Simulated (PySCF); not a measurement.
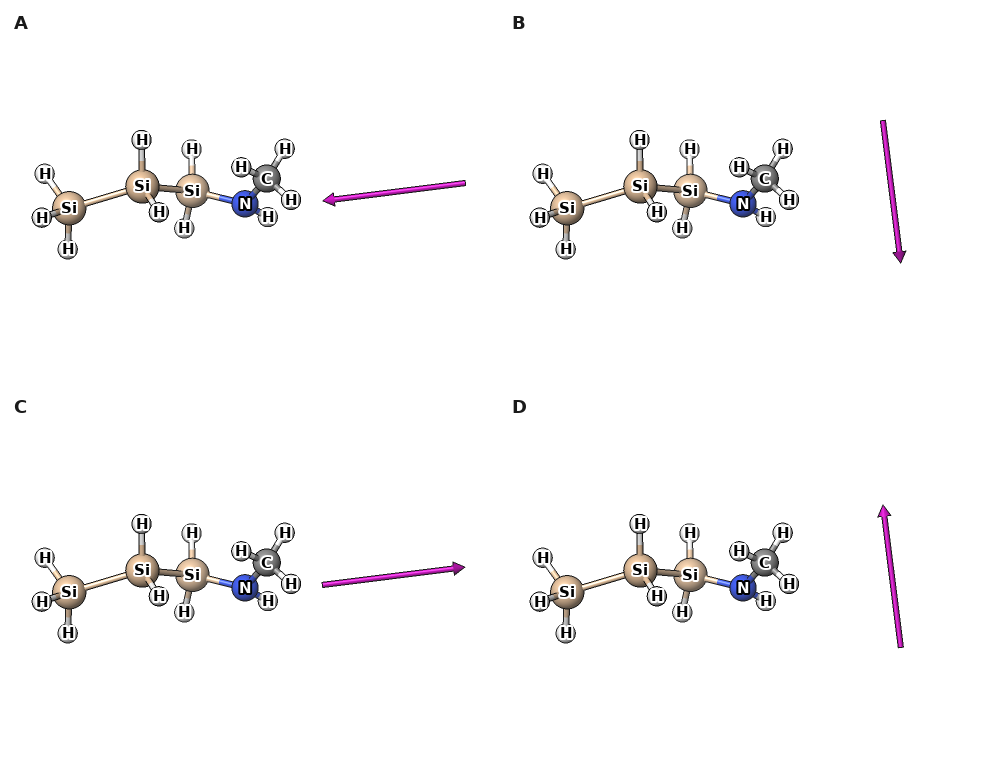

The same molecule four times, each with an arrow. Computed geometry: GFN2-xTB optimisation. No frequency run is at hand to confirm it as a minimum. Properties computed with PBE0/pcSseg-1, gas phase (PySCF 2.14.0).

**Which arrow points along the dipole moment, from the negative to the positive end?**

C. The dipole moment is 1.45 D.

The geometry is semi-empirical. Around Si such bond lengths and angles can be off by a tenth of an ångström or more and by several degrees, and values that hang on the shape move with them.
